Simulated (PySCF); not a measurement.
C4H13GeN (SMILES [CH3][GeH2][NH]C(C)C)

```xyz
19

C     3.0629   -0.4712   -0.3846
Ge    1.3425   -0.4309    0.5616
N     0.0739   -0.2159   -0.7243
C    -1.3301    0.0864   -0.5035
C    -1.8796   -0.8109    0.5948
C    -1.5615    1.5596   -0.1581
H     3.8724   -0.7318    0.2907
H     3.2934    0.4956   -0.8254
H     3.0357   -1.2094   -1.1816
H     1.3441    0.6361    1.6472
H     1.0531   -1.7358    1.2553
H     0.4136    0.3033   -1.5236
H    -1.8633   -0.1385   -1.4399
H    -1.6789   -1.8517    0.3543
H    -1.3928   -0.5714    1.5396
H    -2.9516   -0.6690    0.7034
H    -1.1832    2.2005   -0.9524
H    -1.0386    1.8044    0.7652
H    -2.6220    1.7598   -0.0260
```

Geometry: GFN2-xTB.

The calculation used B3LYP/def2-SVPD, SCF density, gas phase (PySCF).

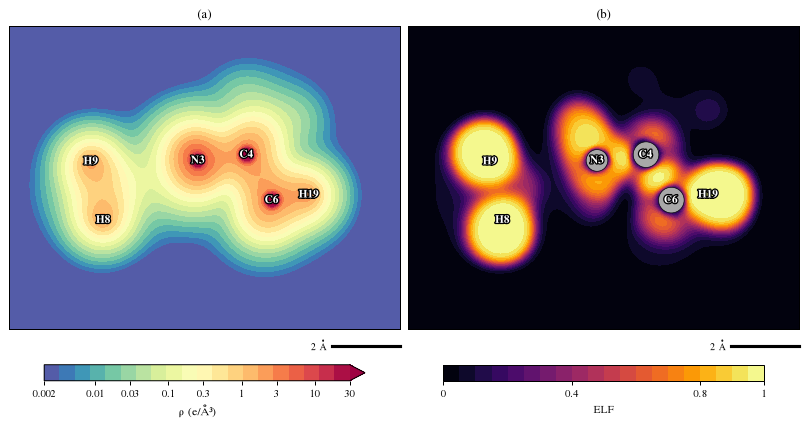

Figure 1. (a) total electron density; (b) electron localisation function on the plane of atoms N3, C4 and C6. Grey discs cover the atomic cores in the ELF map.

Q: What do the fields say about this system?

A: The plane passes through N, C and H nuclei. C–N (1.45 Å): ρ at the midpoint is about 1.9 e/Å³; the ELF peaks at about 0.95 between the atoms: localised, covalent bonding. C–C (1.53 Å): ρ is about 1.7 e/Å³ halfway; the ELF peaks at about 0.95 between the atoms, as expected for a shared electron pair. C–H (1.09 Å): the density is about 2 e/Å³ at the midpoint; the ELF climbs to about 1 towards the hydrogen, as it does in any bond to H; an ordinary covalent bond to hydrogen. The ELF also peaks beside N3, away from the bonds: lone-pair regions.

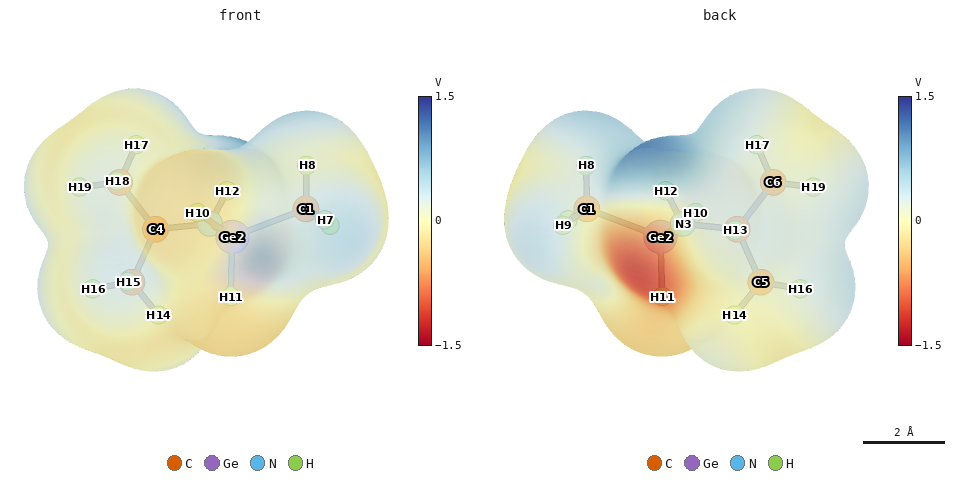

Figure 2. The molecular electrostatic potential painted on the density surface at 0.001 e/bohr³, seen from the front and from behind; the colour scale runs from red (negative) to blue (positive).

Q: Which sites attract a positive test charge, and which a negative one?

A: A positive charge is drawn to the negative regions and a negative charge to the positive ones. The most negative region (about −1.1 V) lies over N3, the most positive (about +1.0 V) over H12. N3 is the likeliest acceptor of a hydrogen bond.

Q: How polar is the molecule by this calculation?

A: Its dipole moment is 0.86 D.
